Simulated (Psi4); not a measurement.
**SiHBrO (SMILES O[Si]Br): PBE0-2/pcseg-0 (density fitting, density fitting for correlation)**

Aim: the vertical ionisation energy of SiHBrO at PBE0-2/pcseg-0 (density fitting, density fitting for correlation), from 2 runs. 

The calculation is run with Psi4 1.11.

1 further run of the same task is left out (set aside as unsound or not needed).

## (1) Starting point

SiHBrO has 4 atoms, charge 0, and is taken as a singlet. As SMILES, `O[Si]Br`. The shape is that of a PBE0-D4/def2-TZVP optimisation.

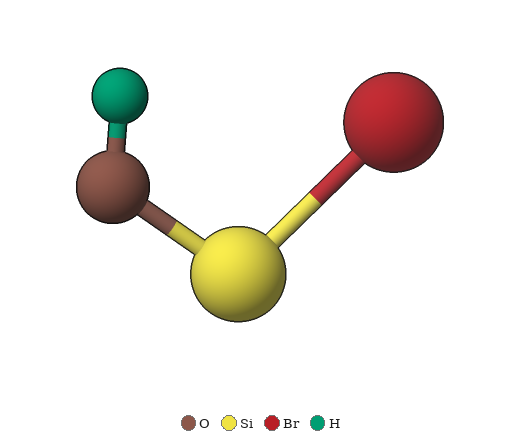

Viewed from a chosen angle; oxygen brown, silicon yellow, bromine red, hydrogen teal.

## (2) Energy and forces at PBE0-2/pcseg-0 (density fitting, density fitting for correlation)

Contents of job.json:

```json
{
 "schema_name": "qcschema_input",
 "schema_version": 1,
 "molecule": {
  "schema_name": "qcschema_molecule",
  "schema_version": 2,
  "symbols": ["O", "Si", "Br", "H"],
  "geometry": [-1.67278557, 0.87891162, -0.85888052, -1.11588328, -1.51102501, 1.02007416, 3.19855044, -1.37042939, 1.30693459, -0.3050018, 1.88859229, -1.50648967],
  "molecular_charge": 0,
  "molecular_multiplicity": 1,
  "fix_symmetry": "c1"
 },
 "driver": "gradient",
 "model": {
  "method": "pbe0-2",
  "basis": "pcseg-0"
 },
 "keywords": {
  "freeze_core": true
 }
}
```

Launch:

```bash
$ psi4 --qcschema job.json -n 1 --memory 1600MB
```

stdout:

```text
[...]
  Running in c1 symmetry.
[...]
  Nuclear repulsion =  211.840014063699073
[...]
  Multiplicity = 1
[...]
  Nalpha       = 29
  Nbeta        = 29
[...]
    Number of basis functions: 46
[...]
   @DF-RKS iter   1: -2934.12033360369833   -1.91150e+00   1.33310e-02 ADIIS/DIIS
[...]
   @DF-RKS iter  10: -2934.27272722334965   -5.45697e-12   5.42343e-09 DIIS
[...]
    Orbital Energies [Eh]
    ---------------------
    Doubly Occupied:
       1A   -487.836937     2A    -68.138668     3A    -63.778858
       4A    -57.927400     5A    -57.926036     6A    -57.925815
       7A    -20.234322     8A     -9.395121     9A     -7.213867
      10A     -7.206726    11A     -7.205824    12A     -5.935141
      13A     -4.193552    14A     -4.192790    15A     -4.191041
      16A     -3.038857    17A     -3.036566    18A     -3.035558
      19A     -3.028756    20A     -3.028723    21A     -1.311946
      22A     -0.957967    23A     -0.740734    24A     -0.588493
      25A     -0.526875    26A     -0.498576    27A     -0.409811
      28A     -0.409466    29A     -0.352654
[...]
  @DF-RKS Final Energy: -2934.27272722334965
   => Energetics <=
    Nuclear Repulsion Energy =            211.8299745535853731
    One-Electron Energy =               -4505.7324612781794713
    Two-Electron Energy =                1385.2422786035017452
    DFT Exchange-Correlation Energy =     -25.6125191022570249
    Empirical Dispersion Energy =           0.0000000000000000
    VV10 Nonlocal Energy =                  0.0000000000000000
    Total Energy =                      -2934.2727272233496478
[...]
 Multipole Moments:
 ------------------------------------------------------------------------------------
     Multipole            Electronic (a.u.)      Nuclear  (a.u.)        Total (a.u.)
 ------------------------------------------------------------------------------------
 L = 1.  Multiply by 2.5417464519 to convert [e a0] to [Debye]
 Dipole X            :          7.8681854           -8.2451540           -0.3769687
 Dipole Y            :         -2.4830755            2.7485091            0.2654335
 Dipole Z            :          2.6185580           -2.8562238           -0.2376658
 Magnitude           :                                                    0.5186958
[...]
```

The result, in JSON:

```text
{
 "driver": "gradient",
 "model": {
  "method": "pbe0-2",
  "basis": "pcseg-0"
 },
 "success": true,
 "return_result": [0.011097587736893235, -0.007914185246770422, 0.007069751747577746, 0.0458768317554961, 0.03385948320470539, -0.0217090549291014, -0.043521293102860195, -0.0024833993179238737, -0.0020778333319302652, -0.01345312638952926, -0.023461898640010838, 0.01671713651345379],
 "properties": {
  "calcinfo_nbasis": 46,
  "calcinfo_nmo": 46,
  "calcinfo_nalpha": 29,
  "calcinfo_nbeta": 29,
  "calcinfo_natom": 4,
  "nuclear_repulsion_energy": 211.84001406369907,
  "return_energy": -2934.3828095139943,
  "return_gradient": [0.011097587736893235, -0.007914185246770422, 0.007069751747577746, 0.0458768317554961, 0.03385948320470539, -0.0217090549291014, -0.043521293102860195, -0.0024833993179238737, -0.0020778333319302652, -0.01345312638952926, -0.023461898640010838, 0.01671713651345379]
 }
}
```

Run time: 26 s. Hardware: 1 thread of Intel Xeon Platinum 8488C (Sapphire Rapids), shared host; peak memory 0.34 GiB.

## (3) The doublet cation, same level

Contents of brhosi.dat:

```
memory 1600 MB

molecule {
  1 2
  O     -0.885200     0.465100    -0.454500
  Si    -0.590500    -0.799600     0.539800
  Br     1.692600    -0.725200     0.691600
  H     -0.161400     0.999400    -0.797200
  symmetry c1
}

set basis pcseg-0
set reference uks
set freeze_core true

E, wfn = gradient('pbe0-2', return_wfn=True)
```

Launch:

```bash
$ psi4 -n 1 brhosi.dat brhosi.out
```

brhosi.out:

```text
[...]
  Running in c1 symmetry.
[...]
  Nuclear repulsion =  211.840014137076111
[...]
  Multiplicity = 2
[...]
  Nalpha       = 29
  Nbeta        = 28
[...]
    Number of basis functions: 46
[...]
   @DF-UKS iter   1: -2933.70056701418025   -1.49174e+00   1.35127e-02 DIIS/ADIIS
[...]
   @DF-UKS iter  16: -2933.91207744163148   -5.45697e-12   6.44754e-09 DIIS
[...]
   @S^2 Observed:                7.745297148E-01
[...]
    Orbital Energies [Eh]
    ---------------------
    Alpha Occupied:
       1A   -488.117504     2A    -68.455612     3A    -64.058207
       4A    -58.209770     5A    -58.204389     6A    -58.204379
       7A    -20.470826     8A     -9.673984     9A     -7.499762
      10A     -7.481569    11A     -7.481385    12A     -6.248152
      13A     -4.510615    14A     -4.505212    15A     -4.504015
      16A     -3.322052    17A     -3.316728    18A     -3.316712
      19A     -3.301371    20A     -3.301371    21A     -1.542017
      22A     -1.227793    23A     -0.983812    24A     -0.836131
      25A     -0.753011    26A     -0.748423    27A     -0.662756
      28A     -0.655555    29A     -0.651224
    Alpha Virtual:
[...]
  @DF-UKS Final Energy: -2933.91207744163148
   => Energetics <=
    Nuclear Repulsion Energy =            211.8299746269738932
    One-Electron Energy =               -4489.9948551222132664
    Two-Electron Energy =                1369.7834698098320132
    DFT Exchange-Correlation Energy =     -25.5306667562245018
    Empirical Dispersion Energy =           0.0000000000000000
    VV10 Nonlocal Energy =                  0.0000000000000000
    Total Energy =                      -2933.9120774416314816
[...]
 Multipole Moments:
 ------------------------------------------------------------------------------------
     Multipole            Electronic (a.u.)      Nuclear  (a.u.)        Total (a.u.)
 ------------------------------------------------------------------------------------
 L = 1.  Multiply by 2.5417464519 to convert [e a0] to [Debye]
 Dipole X            :          6.4360068           -8.2451540           -1.8091472
 Dipole Y            :         -2.9615394            2.7485091           -0.2130303
 Dipole Z            :          2.8536110           -2.8562237           -0.0026127
 Magnitude           :                                                    1.8216483
[...]
```

Run time: 45 s. Hardware: 1 thread of Intel Xeon Platinum 8488C (Sapphire Rapids), shared host; peak memory 0.34 GiB.

## (4) Results

Level: PBE0-2/pcseg-0 (density fitting, density fitting for correlation).

```
                                          quantity           value
                      singlet SiHBrO: total energy  -2934.38281 Eh
          singlet SiHBrO: largest force on an atom      3.137 eV/Å
                      doublet cation: total energy  -2934.02243 Eh
                              doublet cation: ⟨S²⟩           0.775
          doublet cation: largest force on an atom      2.080 eV/Å
vertical ionisation energy (to the doublet cation)        9.806 eV
```

The vertical ionisation energy comes to 9.81 eV (226 kcal/mol). The largest force (singlet SiHBrO) is 3.14 eV/Å: the shape isn't a stationary point for this species at this level.
